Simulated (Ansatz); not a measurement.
**SiH3O− (SMILES [O-][SiH3]) at PBE/STO-3G**

Aim: the energy change on altering one bond length of SiH3O− at PBE/STO-3G, from 2 runs. 

Program for the calculation: Ansatz 0.2.0.

5 further runs of the same task are left out: 5 that didn't finish.

## Step 1: The system as given

SiH3O−: 5 atoms, total charge -1, spin state singlet. SMILES: `[O-][SiH3]`. Geometry: relaxed at GFN2-xTB.

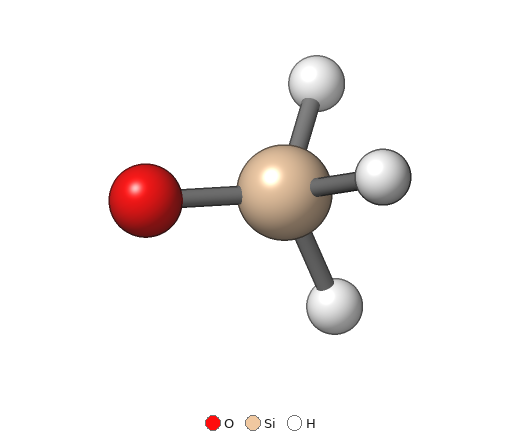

Viewed from a chosen angle; oxygen red, silicon light orange, hydrogen white.

## Step 2: The energy at PBE/STO-3G

Contents of molecule.yaml:

```yaml
crystal:
  periodic: [false, false, false]
  atoms:
    - symbol: O
      position_ang: [-1.444170, 0.271390, 0.700100]
    - symbol: Si
      position_ang: [-0.082700, 0.015600, 0.039800]
    - symbol: H
      position_ang: [-0.104440, -0.247420, -1.452600]
    - symbol: H
      position_ang: [0.697830, -1.174610, 0.561420]
    - symbol: H
      position_ang: [0.933480, 1.135040, 0.151280]
basis:
  gaussian:
    orbitals: STO-3G
total_charge: -1
accuracy: high
hamiltonian:
  xc: pbe
```

Started as:

```sh
$ ansatz run molecule.yaml --threads 1 --pin off --max-ram 2610MiB --events-out events.jsonl --progress --plain --runs-dir runs
```

The program printed:

```text
Warning: RAYON_NUM_THREADS=1 ignored (pool sized by the plan → 1); use --threads N
Functional definition: PBE
  name "PBE"
  parameter kappa = 0.804
  parameter beta = 0.06672455060314922
  exchange = pbe_x(kappa = kappa, mu = beta*pi^2/3)
  correlation = pbe_c(beta = beta)
290 factors; integrals over basis functions are off by at most 2.9e-8 eV
mean field evaluation 1: about -9839.1185 eV, gradient 2.3e1 eV
mean field evaluation 2: about -9837.5636 eV, gradient 3.5e1 eV
mean field evaluation 4: about -9841.0282 eV, gradient 2.5e0 eV
mean field evaluation 8: about -9841.0153 eV, gradient 7.5e-2 eV
mean field evaluation 16: about -9841.0153 eV, gradient 3.8e-8 eV
mean field -9841.01534472 eV, -361.6506434385 hartree, gradient 4.1e-8 eV, S^2 0.000000; 0 other end points of the search recorded, 0 dependent functions left out
reference -9841.01534624 eV, -361.6506434946 hartree; 13, 13 occupied and 4, 4 virtual orbitals, 290 factors
Total energy: -9841.01534624 eV, -361.6506434946 hartree
```

It took 0.91 s on 1 thread of Arm Neoverse V1, shared host.

## Step 3: The distorted shape

Contents of job.yaml:

```yaml
crystal:
  periodic: [false, false, false]
  atoms:
    - {symbol: O, position_ang: [-1.639324, 0.568975, 0.569681]}
    - {symbol: Si, position_ang: [-0.277854, 0.313185, -0.090619]}
    - {symbol: H, position_ang: [-0.299594, 0.050165, -1.583019]}
    - {symbol: H, position_ang: [0.697830, -1.174610, 0.561420]}
    - {symbol: H, position_ang: [0.738326, 1.432625, 0.020861]}
basis:
  gaussian:
    orbitals: STO-3G
total_charge: -1
hamiltonian:
  xc: {name: PBE}
accuracy: high
```

Started as:

```sh
$ ansatz run job.yaml --threads 1 --pin off --max-ram 2610MiB --events-out events.jsonl --progress --plain --runs-dir runs
```

The program printed:

```text
Warning: RAYON_NUM_THREADS=1 ignored (pool sized by the plan → 1); use --threads N
Functional definition: PBE
  name "PBE"
  parameter kappa = 0.804
  parameter beta = 0.06672455060314922
  exchange = pbe_x(kappa = kappa, mu = beta*pi^2/3)
  correlation = pbe_c(beta = beta)
290 factors; integrals over basis functions are off by at most 3.0e-8 eV
mean field evaluation 1: about -9837.8623 eV, gradient 2.4e1 eV
mean field evaluation 2: about -9835.7970 eV, gradient 3.0e1 eV
mean field evaluation 4: about -9840.4306 eV, gradient 2.7e0 eV
mean field evaluation 8: about -9840.4150 eV, gradient 8.6e-2 eV
mean field evaluation 16: about -9840.4151 eV, gradient 2.0e-7 eV
mean field -9840.41505819 eV, -361.6285833155 hartree, gradient 1.0e-8 eV, S^2 0.000000; 0 other end points of the search recorded, 0 dependent functions left out
reference -9840.41505975 eV, -361.6285833731 hartree; 13, 13 occupied and 4, 4 virtual orbitals, 290 factors
Total energy: -9840.41505975 eV, -361.6285833731 hartree
```

It took 0.93 s on 1 thread of Arm Neoverse V1, shared host; peak memory 0.091 GiB.

## Step 4: Outcome

At PBE/STO-3G:

```
                                                          quantity          value
                                         first shape: total energy  -361.65064 Eh
                                     distorted shape: total energy  -361.62858 Eh
energy change with the Si2–H4 bond stretched from 1.516 to 1.895 Å       0.600 eV
```

What this shows: With the Si2–H4 bond stretched from 1.516 to 1.895 Å the energy rises by 0.60 eV (57.9 kJ/mol). The first shape isn't relaxed at this level, so the change isn't measured from a minimum. The minimal basis adds a large error of its own.
